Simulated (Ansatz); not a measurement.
# GeTe (SMILES [Ge][Te]): SVWN5/STO-3G

What is the electronic atomisation energy of GeTe at SVWN5/STO-3G? 

The calculation is run with Ansatz 0.2.0.

73 further runs of the same task are left out: 41 that didn't finish, 32 set aside as unsound or not needed.

**1. The molecule**

GeTe has 2 atoms, charge 0, and is taken as a singlet. SMILES: `[Ge][Te]`. The bond length is the measured one.

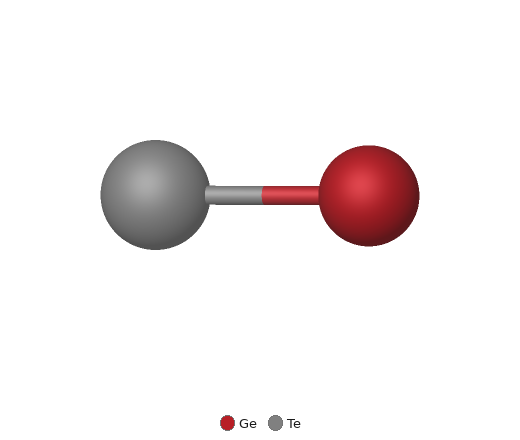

The structure, seen from a chosen angle (germanium red, tellurium grey).

**2. The energy at SVWN5/STO-3G**

job.yaml

```yaml
crystal:
  periodic: [false, false, false]
  atoms:
    - {symbol: Ge, position_ang: [0.000000, 0.000000, 0.000000]}
    - {symbol: Te, position_ang: [0.000000, 0.000000, 2.340165]}
basis:
  gaussian:
    orbitals: STO-3G
hamiltonian:
  xc: {name: SVWN5}
accuracy: high
```

Run with:

```bash
$ ansatz run job.yaml --threads 1 --pin off --max-ram 2610MiB --events-out events.jsonl --progress --plain --runs-dir runs
```

What it wrote:

```text
Warning: RAYON_NUM_THREADS=1 ignored (pool sized by the plan → 1); use --threads N
Functional definition: SVWN5
  name "SVWN5"
  exchange = slater_x
  correlation = vwn5_c
564 factors; integrals over basis functions are off by at most 4.8e-9 eV
mean field evaluation 1: about -233549.4297 eV, gradient 2.5e2 eV
mean field evaluation 2: about -233719.5959 eV, gradient 5.3e1 eV
mean field evaluation 4: about -233811.6939 eV, gradient 6.1e1 eV
mean field evaluation 8: about -233823.4656 eV, gradient 3.1e1 eV
mean field evaluation 16: about -233825.7472 eV, gradient 1.0e-4 eV
mean field evaluation 32: about -233818.2972 eV, gradient 3.0e-2 eV
mean field evaluation 64: about -233632.1344 eV, gradient 9.8e1 eV
mean field -233825.74724230 eV, -8592.9377183705 hartree, gradient 2.6e-8 eV, S^2 0.000000; 2 other end points of the search recorded, 0 dependent functions left out
reference -233825.74724396 eV, -8592.9377184317 hartree; 42, 42 occupied and 3, 3 virtual orbitals, 564 factors
Total energy: -233825.74724396 eV, -8592.9377184317 hartree
```

It took 2.4 s on 1 thread of Arm Neoverse V1, shared host; peak memory 0.097 GiB.

**3. The Ge atom**

molecule.yaml

```yaml
crystal:
  periodic: [false, false, false]
  atoms:
    - symbol: Ge
      position_ang: [0.000000, 0.000000, 0.000000]
basis:
  gaussian:
    orbitals: STO-3G
magnetization:
  spin_polarized: true
  initial_magnetization: 2
hamiltonian:
  xc: {name: SVWN5}
accuracy: high
```

Run with:

```bash
$ ansatz run molecule.yaml --threads 1 --pin off --max-ram 2610MiB --events-out events.jsonl --progress --plain --runs-dir runs
```

What it wrote:

```text
Warning: RAYON_NUM_THREADS=1 ignored (pool sized by the plan → 1); use --threads N
[... 4 set-up lines as earlier in the session ...]
138 factors; integrals over basis functions are off by at most 4.5e-9 eV
mean field evaluation 1: about -55614.0757 eV, gradient 1.5e1 eV
mean field evaluation 2: about -55766.1149 eV, gradient 3.0e1 eV
mean field evaluation 4: about -55614.8982 eV, gradient 5.9e0 eV
mean field evaluation 8: about -55614.6253 eV, gradient 8.7e0 eV
mean field evaluation 16: about -55769.3270 eV, gradient 4.8e-1 eV
mean field evaluation 32: about -55721.5368 eV, gradient 5.0e-2 eV
mean field evaluation 64: about -55763.9369 eV, gradient 2.2e0 eV
mean field evaluation 96: about -55765.1777 eV, gradient 3.4e-4 eV
mean field evaluation 128: about -55768.7030 eV, gradient 5.4e0 eV
mean field evaluation 160: about -55769.3449 eV, gradient 2.5e-4 eV
mean field evaluation 192: about -55769.2710 eV, gradient 3.8e-1 eV
mean field evaluation 224: about -55769.3449 eV, gradient 1.2e-8 eV
mean field -55769.34490627 eV, -2049.4856234857 hartree, gradient 2.2e-8 eV, S^2 2.276752; 10 other end points of the search recorded, 0 dependent functions left out
reference -55769.34490765 eV, -2049.4856235364 hartree; 17, 15 occupied and 1, 3 virtual orbitals, 138 factors
Total energy: -55769.34490765 eV, -2049.4856235364 hartree
```

Run time: 3.3 s. Hardware: 1 thread of Arm Neoverse V1, shared host.

**4. The Te atom at the same level**

job.yaml

```yaml
crystal:
  periodic: [false, false, false]
  atoms:
    - {symbol: Te, position_ang: [0.000000, 0.000000, 0.000000]}
basis:
  gaussian:
    orbitals: STO-3G
magnetization:
  spin_polarized: true
  initial_magnetization: 2
hamiltonian:
  xc: {name: SVWN5}
accuracy: high
```

Run the same way, it converges to -6543.17448 Eh (log not shown).

**5. What came out**

Level: SVWN5/STO-3G.

| quantity | value |
| --- | --- |
| molecule: total energy | -8592.93772 Eh |
| Ge atom: total energy | -2049.48562 Eh |
| Ge atom: ⟨S²⟩ | 2.277 |
| Te atom: total energy | -6543.17448 Eh |
| Te atom: ⟨S²⟩ | 2.000 |
| electronic atomisation energy | 7.554 eV |

**Reading.** Taking the molecule apart into free atoms costs 7.55 eV (729 kJ/mol), before zero-point energy and without spin-orbit coupling. In a minimal basis such a difference can be off by several eV, whatever the method. Relativity is left out (molecule) although the molecule holds a heavy atom. ⟨S²⟩ (Ge atom) is 2.28 where a pure triplet has 2.00: the reference is spin-contaminated. Relativity is left out (Te atom) although the molecule holds a heavy atom.
